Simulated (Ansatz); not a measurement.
## Run report: CH4NSi, single-point calculation

The run: single-point calculation of CH4NSi, multiplicity 2. Method and program: UKS PBE0-D4/def2-TZVPP (Ansatz 0.2.0).

The geometry is a minimum found at another level. The geometry comes from this level: PBE0-D4/def2-TZVP.

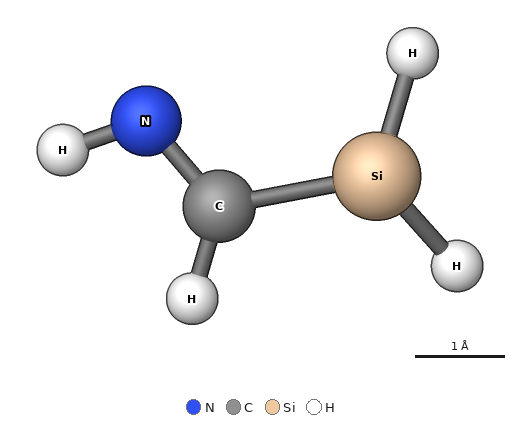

**Figure 1.** The structure (ball-and-stick view, seen on its broad side). Bond lengths as drawn: C–H 1.10 Å, C–N 1.28 Å, C–Si 1.86 Å, H–N 1.02 Å and H–Si 1.48 to 1.49 Å.

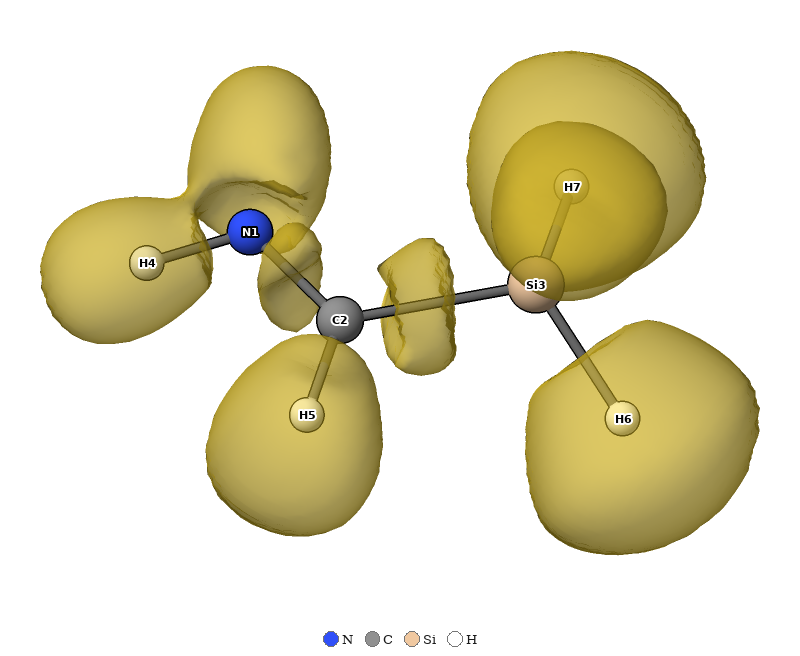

**Figure 2.** Isosurface of the electron localisation function at 0.8 (yellow), seen at a tilt. Only the valence region is drawn (cores and ρ < 0.01 e/Å³ removed). Values along the shortest contacts: C–N (1.28 Å): the ELF peaks at about 0.90 between the atoms; a double or triple bond. C–Si (1.86 Å): the ELF peaks at about 0.95 between the atoms (localised, shared-pair bonding).

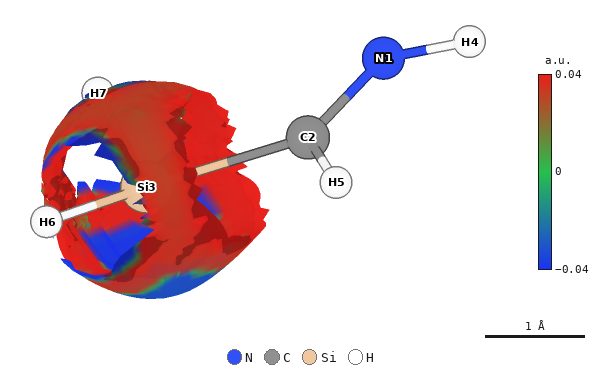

**Figure 3.** Non-covalent interaction (NCI) plot: the surface where the reduced density gradient is 0.6, for densities under 0.05 a.u., coloured by sign(λ₂)ρ; seen at an oblique angle.

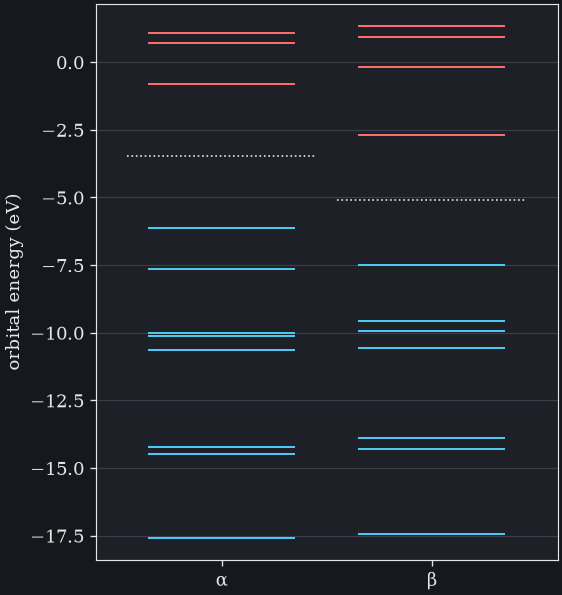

**Figure 4.** Orbital energies near the frontier for α and β spins; the dotted line parts filled from empty levels, and levels within 0.02 eV of each other stand side by side. α: highest filled −6.14 eV, lowest empty −0.83 eV, 5.31 eV apart; β: highest filled −7.48 eV, lowest empty −2.70 eV, 4.78 eV apart.

The input and output of the run follow.

### Input file
```yaml
crystal:
  periodic: [false, false, false]
  atoms:
    - {symbol: N, position_ang: [-0.277869, -1.506056, 0.056474]}
    - {symbol: C, position_ang: [-0.275447, -0.327651, -0.431154]}
    - {symbol: Si, position_ang: [0.820555, 0.979919, 0.315870]}
    - {symbol: H, position_ang: [-0.901859, -2.125806, -0.463852]}
    - {symbol: H, position_ang: [-0.866484, -0.053939, -1.318396]}
    - {symbol: H, position_ang: [0.278519, 2.351412, 0.130044]}
    - {symbol: H, position_ang: [1.222586, 0.682130, 1.711014]}
basis:
  gaussian: {orbitals: def2-TZVPP}
magnetization: {spin_polarized: true, initial_magnetization: 1}
hamiltonian: {xc: pbe0, dispersion: d4}
output: {orbitals: {seedname: orbitals}}
```

Launch command:
```bash
ansatz run in.yaml --threads 2 --pin off --events-out ev --progress --plain --max-ram 4352MiB
```

### What the program printed
```
Functional definition: PBE0
  name "PBE0"
  cite "Adamo & Barone, J. Chem. Phys. 110, 6158 (1999) doi:10.1063/1.478522"
  cite "Perdew, Burke & Ernzerhof, Phys. Rev. Lett. 77, 3865 (1996) doi:10.1103/PhysRevLett.77.3865"
  parent pbe
  parameter a = 0.25
  parameter kappa = 0.804
  parameter beta = 0.06672455060314922
  exchange = (1 - a)*pbe_x(kappa = kappa, mu = beta*pi^2/3) + a*exact_x
  correlation = pbe_c(beta = beta)
862 factors; their error is unknown
mean field evaluation 1: about -10452.1407 eV, gradient 4.4e1 eV
mean field evaluation 2: about -10376.9619 eV, gradient 1.1e2 eV
mean field evaluation 4: about -10461.3335 eV, gradient 1.4e1 eV
mean field evaluation 8: about -10462.2556 eV, gradient 8.8e-2 eV
mean field evaluation 16: about -10462.2750 eV, gradient 7.6e-4 eV
mean field -10462.27502955 eV, -384.4815157512 hartree, gradient 3.5e-5 eV, S^2 0.761691; 0 other end points of the search recorded, 0 dependent functions left out
reference -10462.27505848 eV, -384.4815168142 hartree; 16, 15 occupied and 144, 145 virtual orbitals, 862 factors
Total energy: -10462.37307586 eV, -384.4851188866 hartree
```

### Results in brief

- outcome: converged
- total energy: −10462.3731 eV
- mean-field energy: −10462.2751 eV
- dispersion energy: −0.0980 eV
- ⟨S²⟩: 0.762
- SCF solution under orbital rotations: stable
- HOMO (either spin): −6.14 eV
- LUMO (either spin): −2.70 eV
- hardware: 2 threads of Arm Neoverse V1, 23 GiB of memory available, shared host
- wall time: 4.3 s (CPU time 7.6 s)
- peak memory: 0.32 GiB
